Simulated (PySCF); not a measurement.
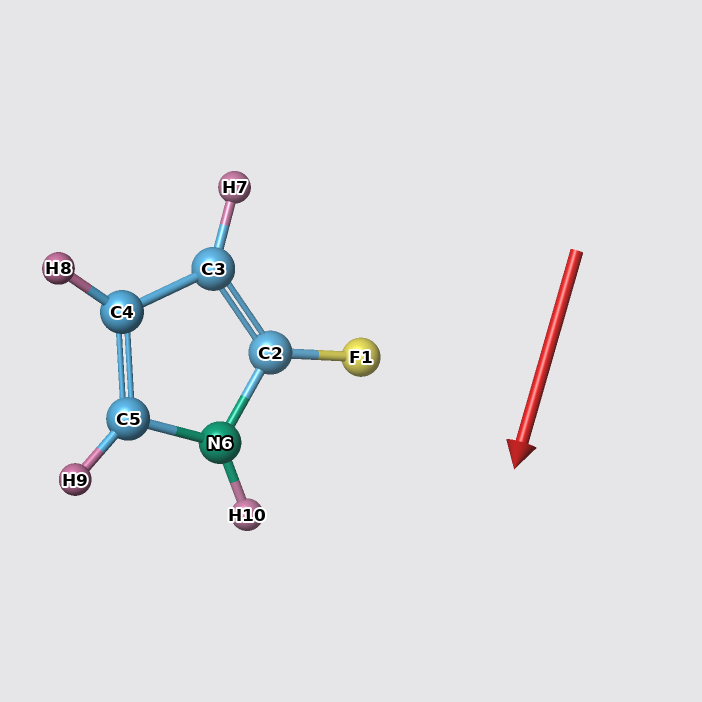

The arrow beside the molecule shows the direction of the dipole moment, from the negative to the positive end (its length means nothing). Computed geometry: PBE0-D3(BJ)/def2-SVP optimisation. No frequency run is at hand to confirm it as a minimum. Method: PBE0/IGLO-III, gas phase (PySCF 2.14.0).

Estimate the dipole moment.

Answer. 1.77 D; it points from the side of H7 to the side of H9 (the outermost atoms at the two ends).
